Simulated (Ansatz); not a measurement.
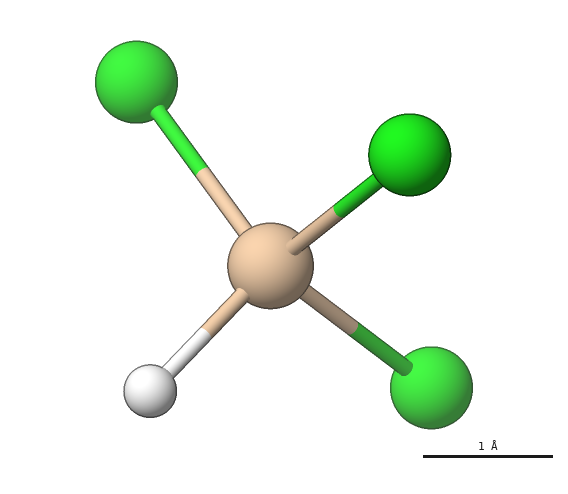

The picture shows a molecular structure as a ball-and-stick model. Colours: silicon light orange, chlorine green, hydrogen white.

Computed geometry: PBE0-D4/def2-TZVP optimisation.

What does the picture show?

Formula Cl3HSi. The point group is C3v. Coordination: 1 Si tetrahedral.

The parts below concern this one geometry. Atoms keep their numbers from picture to picture.

### Geometry

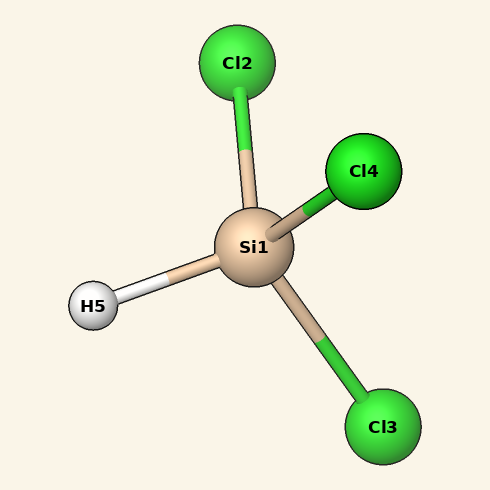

Give these bond angles: Cl2–Si1–Cl3, Cl2–Si1–H5.

```
      angle  degrees
Cl2–Si1–Cl3    109.5
 Cl2–Si1–H5    109.4
```

### Charges

The questions are on Mulliken charges. Level of theory: RKS PBE0-D4/def2-TZVP (Ansatz 0.2.0).

Give the Mulliken charges atom by atom.

| atom | value (e) |
| --- | --- |
| Si1 | 0.55 |
| Cl2 | −0.19 |
| Cl3 | −0.19 |
| Cl4 | −0.19 |
| H5 | 0.01 |

### Vibrations

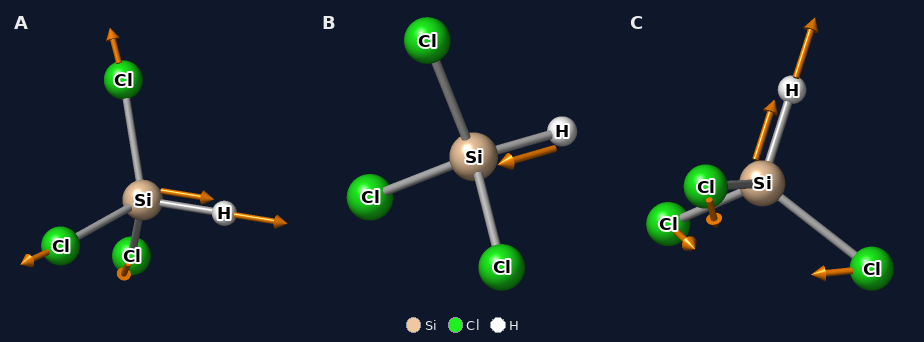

3 normal modes of one molecule or complex, as arrows. Harmonic vibrations computed with RKS PBE0-D4/def2-TZVP (Ansatz 0.2.0) at a stationary point of the same level.

> Match the panels to the wavenumbers 250 cm⁻¹, 496 cm⁻¹, 2309 cm⁻¹.

A: 496 cm⁻¹
B: 2309 cm⁻¹, Si–H stretching
C: 250 cm⁻¹, angle bending

### Electronic properties

Method: RKS PBE0-D4/def2-TZVPP (Ansatz 0.2.0).

> Estimate the HOMO–LUMO gap.

9.33 eV.

> Estimate the HOMO energy (Kohn–Sham orbital).

−9.39 eV.

Mulliken values depend strongly on the basis set and can even reverse the polarity of a bond.
